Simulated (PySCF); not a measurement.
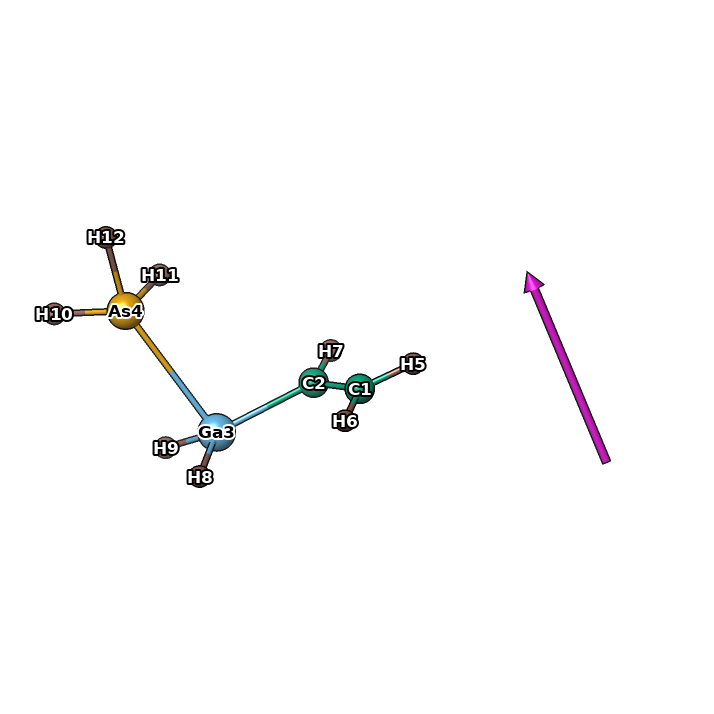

The arrow beside the molecule shows the direction of the dipole moment, from the negative to the positive end (its length means nothing). Computed geometry: GFN2-xTB optimisation. No frequency run is at hand to confirm it as a minimum. Method: CAM-B3LYP/def2-SVPD, gas phase (PySCF 2.14.0).

**Estimate the dipole moment.**

2.34 D; it points from the side of H6, H8 to the side of H12 (the outermost atoms at the two ends).

The geometry is semi-empirical. Around As, Ga such bond lengths and angles can be off by a tenth of an ångström or more and by several degrees, and values that hang on the shape move with them.
